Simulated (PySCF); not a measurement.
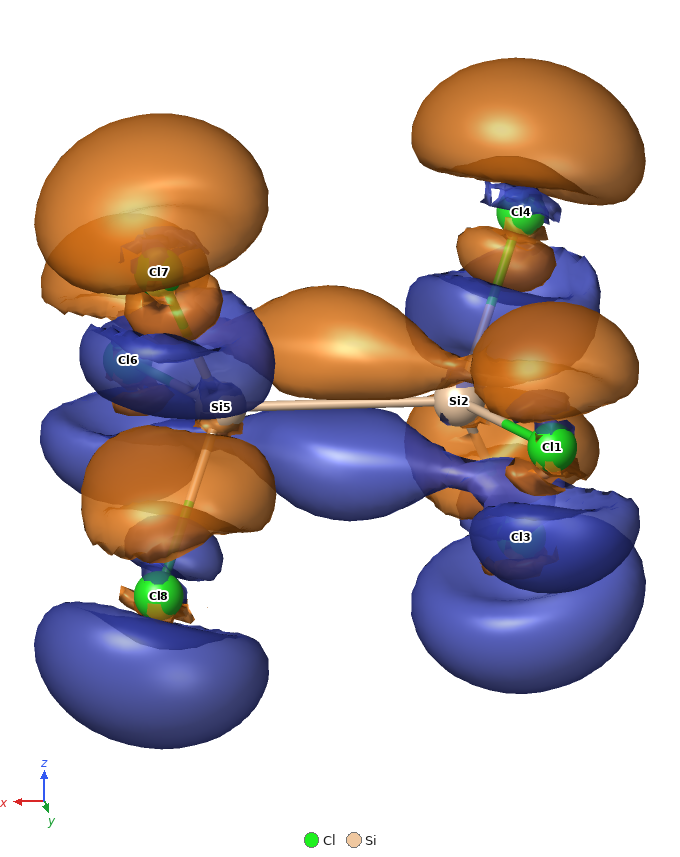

Figure. Cl6Si2, SMILES `Cl[Si](Cl)(Cl)[Si](Cl)(Cl)Cl`. Change of the electron density in a uniform field of 0.26 V/Å, surfaces at ±0.002 e/Å³ (orange: gain, blue: loss).

PySCF calculation, HF/def2-SVPD, gas phase; geometry: GFN2-xTB. No frequency check shows the geometry to be a minimum. GFN2-xTB bond lengths at metals and heavier atoms can be off by up to 0.1 Å and shapes distorted, which carries into these values.

Along which Cartesian direction does the field point?

Along −z: electrons gather on the +z side, against the field.

How large is the response?

The induced dipole is 1.47 D (along the field); α along this axis, from the fields in both directions, is 116 bohr³ (17.2 Å³).

Which atoms gain and lose the most charge?

Electrons gather most on Cl4 and Cl7 alike (Hirshfeld charge changes by −0.020 e) and leave Cl3 and Cl8 alike most (+0.021 e); 0.125 electrons are displaced in all.

Run time: 40 s on 1 thread of AMD EPYC 7571, with other jobs on the host, peak memory 0.81 GiB.
